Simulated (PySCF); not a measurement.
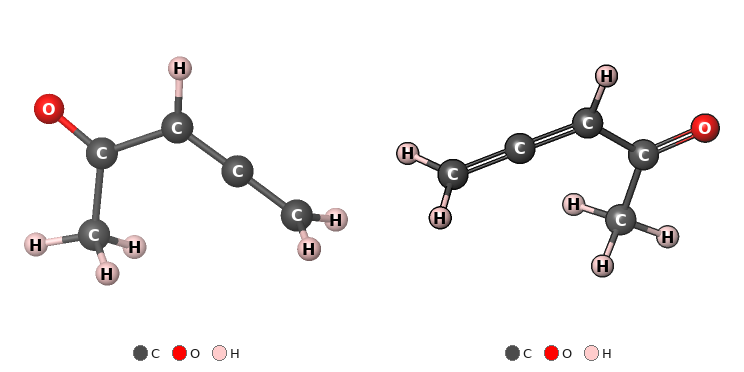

Two views of one molecule.

Description:

It has 12 atoms: 5 carbon, 6 hydrogen and 1 oxygen (C₅H₆O). Its SMILES string is `C=C=CC(C)=O`. It has no ring. Among its groups: ketone. This geometry has Cs symmetry. Coordination: 3 C trigonal planar; 1 C linear; 1 C tetrahedral.

More results for the same structure follow; atom numbers are the same in all pictures, views and colours differ. The computed structure is the end point of a PBE0-D3(BJ)/def2-TZVP optimisation. No frequency run is at hand to confirm it as a minimum.

## Geometry

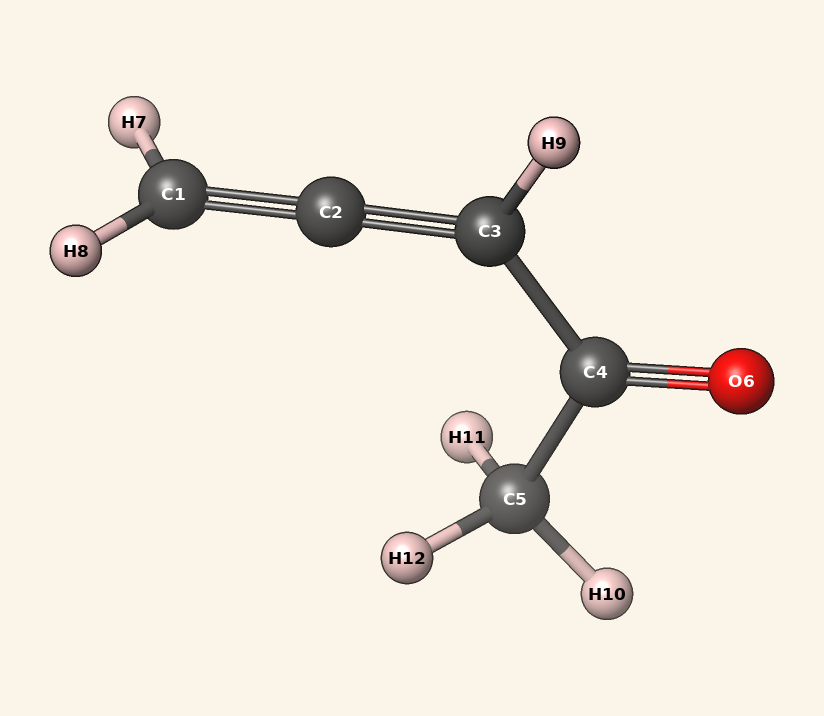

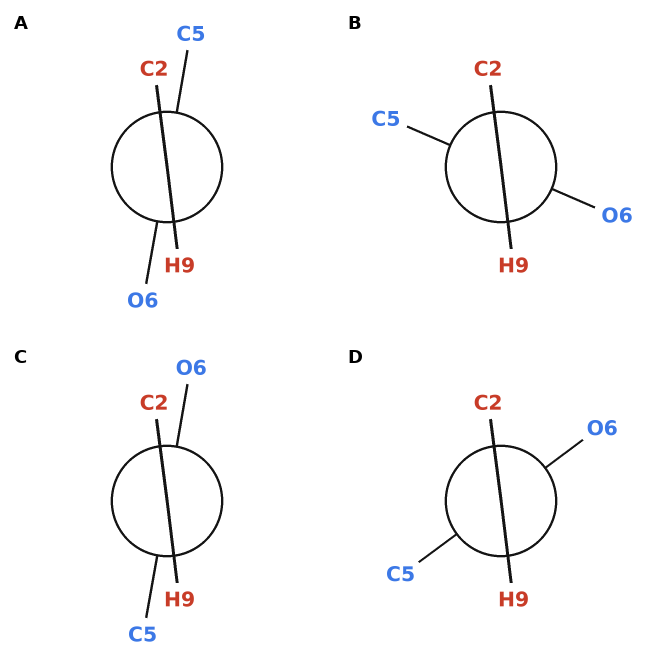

Depth is shown by fading: the farther an atom, the more it takes the colour of the background. Bonds that would overlap in a projection are set slightly apart. No frequency run is at hand to confirm it as a minimum.

Which Newman projection shows the view along C3–C4, with C3 in front?

A. The torsion angle C2–C3–C4–O6 is 180°, antiperiplanar (anti).

## Quadrupole coupling

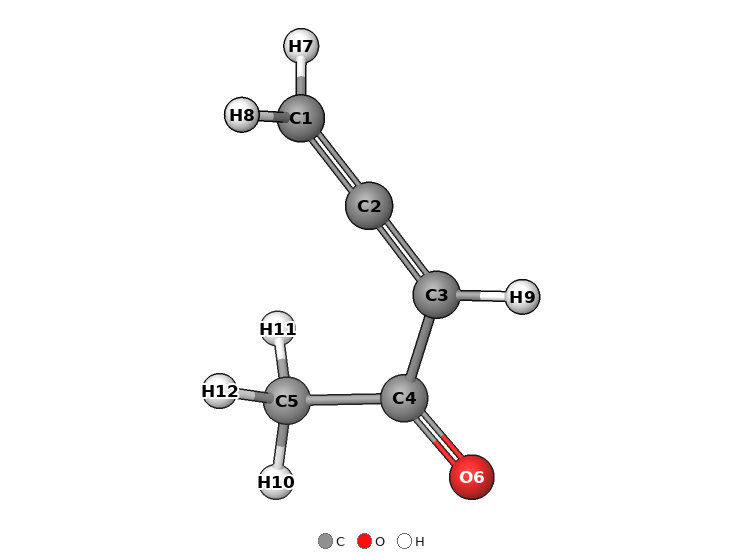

No frequency run is at hand to confirm it as a minimum. Electric field gradients from the ground-state density, PBE0/pcSseg-2 (PySCF 2.14.0), non-relativistic apart from any core potentials.

Give the largest field-gradient component, the quadrupole coupling constant and the asymmetry for 17O at O6 (Q = −25.6 mb), 2H at H7 (Q = 2.86 mb), 2H at H8 (Q = 2.86 mb).

```json
{"atom": "O6", "V_zz (a.u.)": "−1.979", "e²qQ/h (MHz)": "11.90", "η": "0.47"}
{"atom": "H7", "V_zz (a.u.)": "0.297", "e²qQ/h (MHz)": "0.200", "η": "0.06"}
{"atom": "H8", "V_zz (a.u.)": "0.298", "e²qQ/h (MHz)": "0.200", "η": "0.06"}
```

## NMR shielding

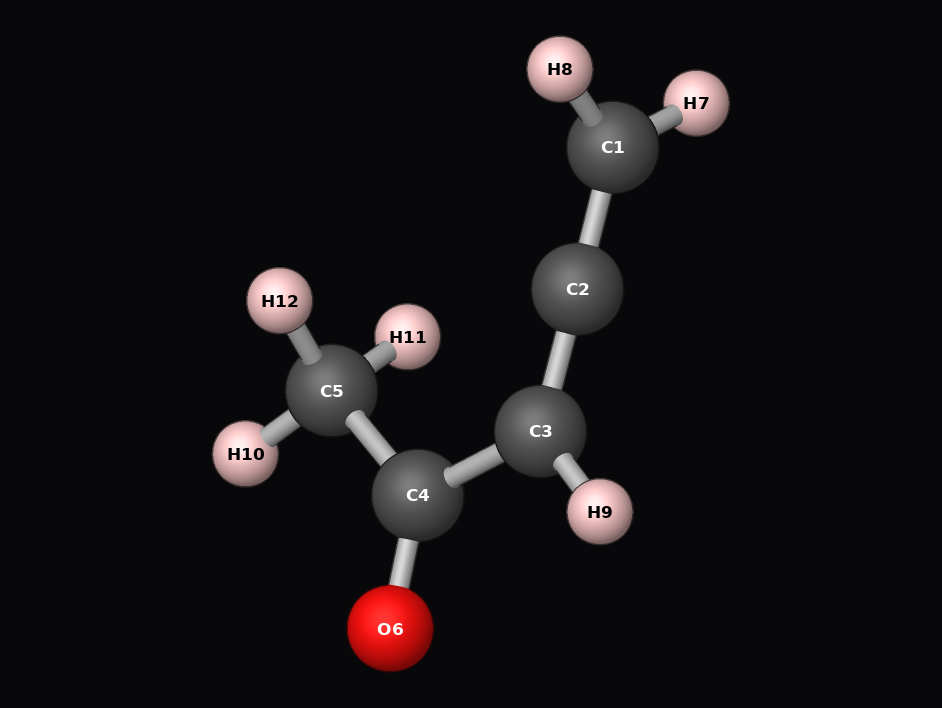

No frequency run is at hand to confirm it as a minimum. Method: GIAO PBE0/pcSseg-2 NMR shielding, non-relativistic, gas phase (PySCF 2.14.0). Principal shieldings σ11 ≤ σ22 ≤ σ33, span Ω = σ33 − σ11, skew κ = 3(σiso − σ22)/Ω.

Give the shielding tensors of the O atoms.

```json
{"atom": "O6", "σ11": "−982.3", "σ22": "−402.8", "σ33": "320.1", "σiso": "−355.0", "Ω": "1302.5", "κ": "0.11"}
```

Shieldings and span in ppm.

## Dipole moment

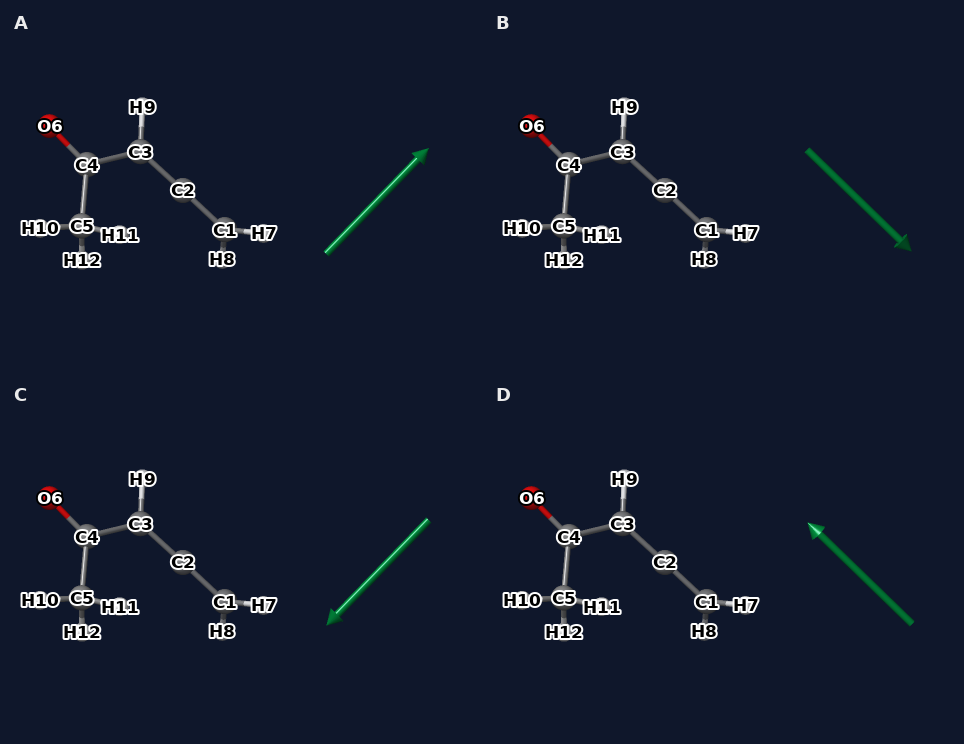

The same molecule four times, each with an arrow. No frequency run is at hand to confirm it as a minimum. Method: B3LYP/pcJ-2, gas phase (PySCF 2.14.0).

Which arrow points along the dipole moment, from the negative to the positive end?

B. The dipole moment is 3.71 D; it points from the side of O6 to the side of H7, H8 (the outermost atoms at the two ends).

## Bond orders

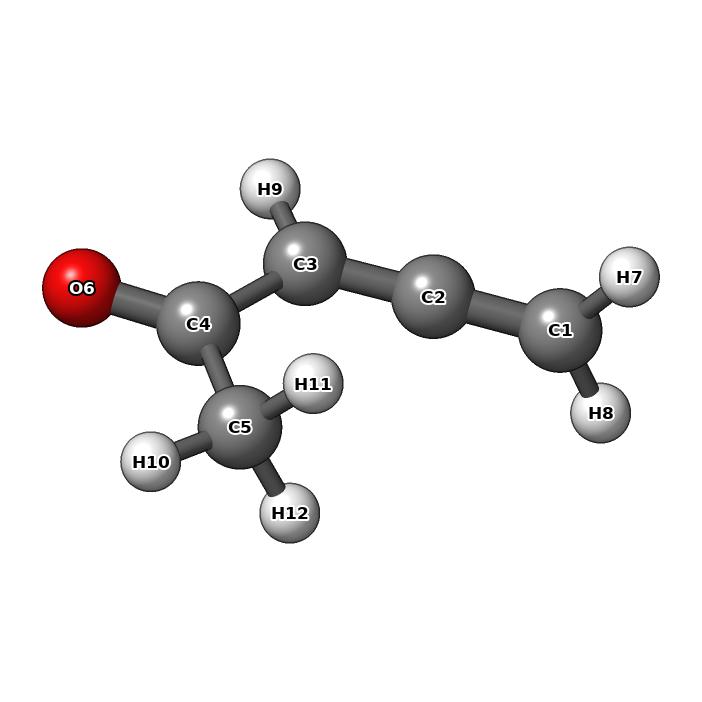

The thickness of each stick grows with its Mayer bond order. No frequency run is at hand to confirm it as a minimum. Level of theory: PBE0/pcSseg-2 (PySCF 2.14.0).

List the Mayer bond orders of C1–C2, C1–H7, C1–H8, C2–C3, C3–C4, C3–H9, C4–C5, C4–O6, C5–H10, C5–H11, C5–H12. Atoms whose distances differ by more than 0.02 Å in this geometry are listed apart.

```json
{"bond": "C1–C2", "Mayer order": "1.97", "length (Å)": "1.297"}
{"bond": "C1–H7", "Mayer order": "0.97", "length (Å)": "1.085"}
{"bond": "C1–H8", "Mayer order": "0.97", "length (Å)": "1.085"}
{"bond": "C2–C3", "Mayer order": "1.79", "length (Å)": "1.307"}
{"bond": "C3–C4", "Mayer order": "1.01", "length (Å)": "1.484"}
{"bond": "C3–H9", "Mayer order": "1.00", "length (Å)": "1.086"}
{"bond": "C4–C5", "Mayer order": "1.00", "length (Å)": "1.503"}
{"bond": "C4–O6", "Mayer order": "1.93", "length (Å)": "1.209"}
{"bond": "C5–H10", "Mayer order": "1.00", "length (Å)": "1.088"}
{"bond": "C5–H11", "Mayer order": "0.97", "length (Å)": "1.093"}
{"bond": "C5–H12", "Mayer order": "0.97", "length (Å)": "1.092"}
```
